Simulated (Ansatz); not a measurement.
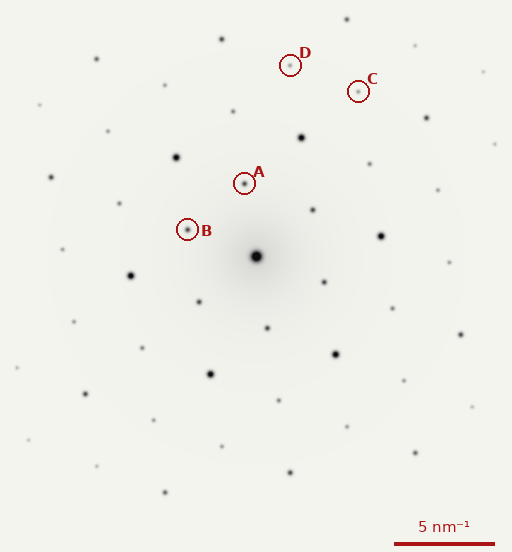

Simulated selected-area electron diffraction pattern (80 kV, kinematic approximation, thin crystal, B = 1 Å² for all atoms). The zone axis points towards the electron source and the pattern is seen from the source side.

The sample is Cd, space group P6_3/mmc (No. 194), a = 3.15 Å, c = 10.04 Å (hexagonal axes). Structure: coordinates from a relaxation with DFT, r2SCAN, plane waves (500 eV) with PAW, scalar-relativistic (Ansatz); the starting structure was generated, so it need not be a known form of this composition.

Spot A is indexed -1 0 0 and spot B 0 -1 0.

Question: What are the indices of the remaining marked spots?

Answer: C = 3A − 2B = -3 2 0 (d = 1.032 Å). D = 3A − B = -3 1 0 (d = 1.032 Å).

Question: Give [uvw].

Answer: The cross product of A and B is parallel to [001]; every spot obeys hu + kv + lw = 0.

Question: What are the spacings of A and B and the angle between them?

Answer: d(A) = 2.731 Å, d(B) = 2.731 Å, and the angle is 60.0°.
